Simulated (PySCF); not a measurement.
**C₃H₆O₃ (glycol monoformate): density, localisation and related maps**

```yaml
atoms:
  - { symbol: O, position_ang: [1.1884, 1.5335, -0.1860] }
  - { symbol: C, position_ang: [1.3180, 0.9137, 0.8318] }
  - { symbol: O, position_ang: [0.8436, -0.2819, 1.1032] }
  - { symbol: C, position_ang: [0.1192, -0.9846, 0.0802] }
  - { symbol: C, position_ang: [-1.1827, -0.2824, -0.3432] }
  - { symbol: O, position_ang: [-1.0421, 0.4817, -1.5029] }
  - { symbol: H, position_ang: [1.8779, 1.2806, 1.7078] }
  - { symbol: H, position_ang: [0.7606, -1.1024, -0.7996] }
  - { symbol: H, position_ang: [-0.0846, -1.9591, 0.5240] }
  - { symbol: H, position_ang: [-1.9368, -1.0382, -0.5746] }
  - { symbol: H, position_ang: [-1.5460, 0.3258, 0.5000] }
  - { symbol: H, position_ang: [-0.3144, 1.1127, -1.3667] }
```

Geometry: GFN2-xTB, NEB image 0 of 0 to 8.

Method: PBE0/pcSseg-1, SCF density, gas phase, non-relativistic (PySCF).

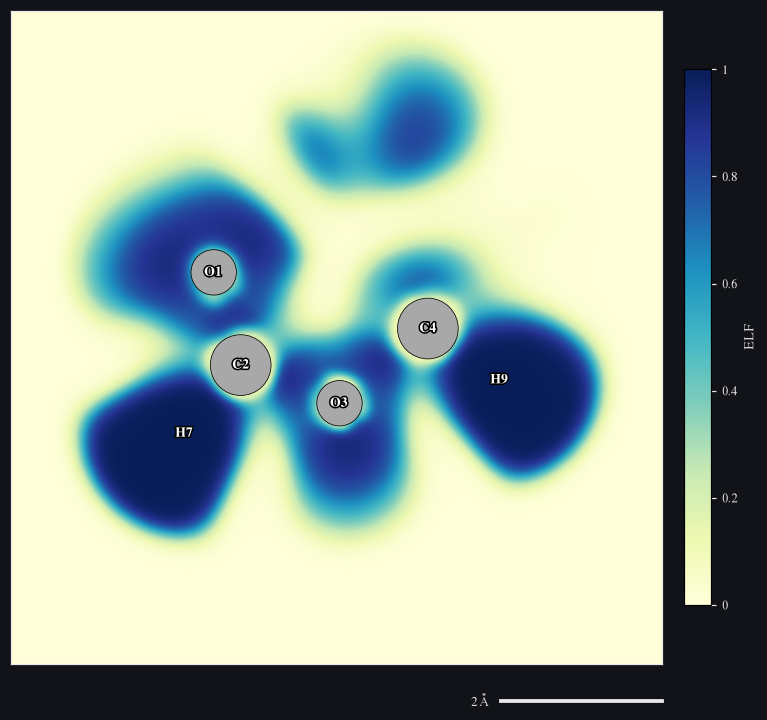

Figure 1. Electron localisation function on the plane of atoms O1, C2 and H7. Grey discs cover the atomic cores.

Q: Read the bonding off the picture.

A:
- The plane passes through O, C and H nuclei.
- C–O (1.20 Å): the ELF peaks at about 0.85 between the atoms (a multiple bond).
- C–O (1.31 Å): the ELF peaks at about 0.90 between the atoms; a polar covalent bond.
- C–H (1.09 Å): the ELF climbs to about 1 towards the hydrogen, as it does in any bond to H; an ordinary covalent bond to hydrogen.
- The ELF also peaks beside O3, O1 and O6, away from the bonds: lone-pair regions.

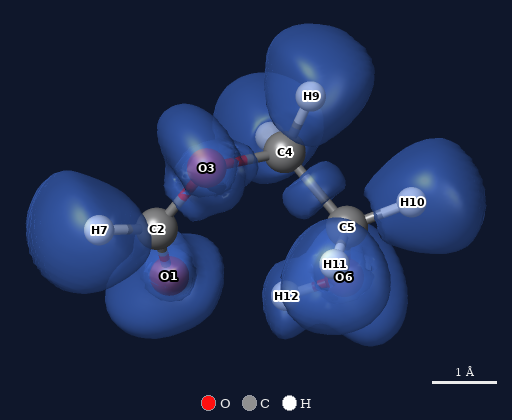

Figure 2. Isosurface of the electron localisation function at 0.75 (blue), seen at a tilt. Only the valence region is drawn (cores and ρ < 0.01 e/Å³ removed).

Q: Describe the localisation domains.

A: The ELF exceeds this value in one region between bonded C–C atoms (shared pairs), five regions around hydrogen nuclei, two regions on O in which the atom's valence shell and bonds are merged and one joined region spread over several atoms (H, O), in which their bonds and any lone pairs are merged. Along the contacts the grid gives the following. C–C (1.54 Å): the ELF peaks at about 0.95 between the atoms: localised, covalent bonding.

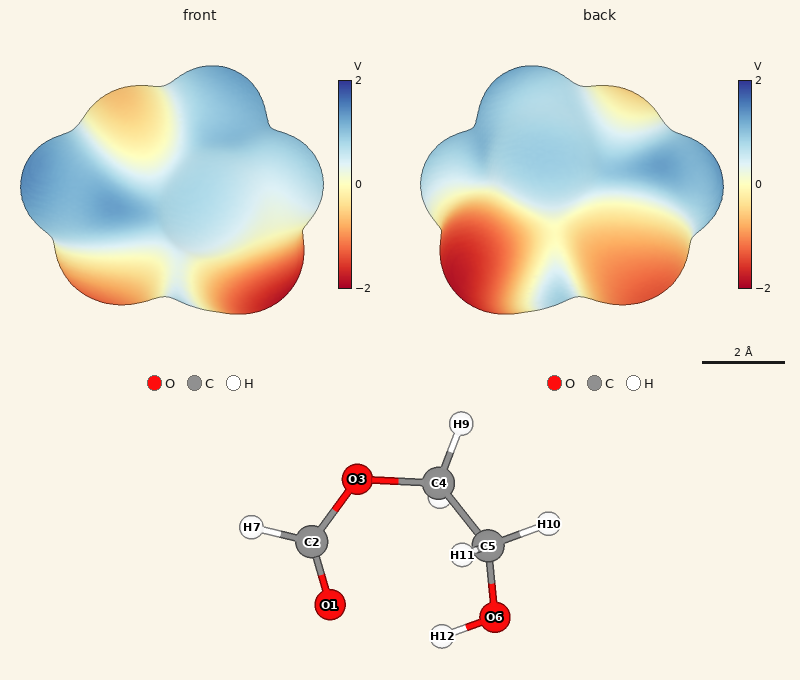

Figure 3. The electrostatic potential painted on the density surface at 0.002 e/bohr³, seen from the front and from behind; the colour scale runs from red (negative) to blue (positive). The bare structure is drawn below in the same view.

Q: Which sites attract a positive test charge, and which a negative one?

A: A positive charge is drawn to the negative regions and a negative charge to the positive ones. The most negative region (about −1.8 V) lies over O6, the most positive (about +1.4 V) over H7. O6 is the likeliest acceptor of a hydrogen bond.

Q: What dipole moment does the calculation give?

A: Its dipole moment is 2.88 D.
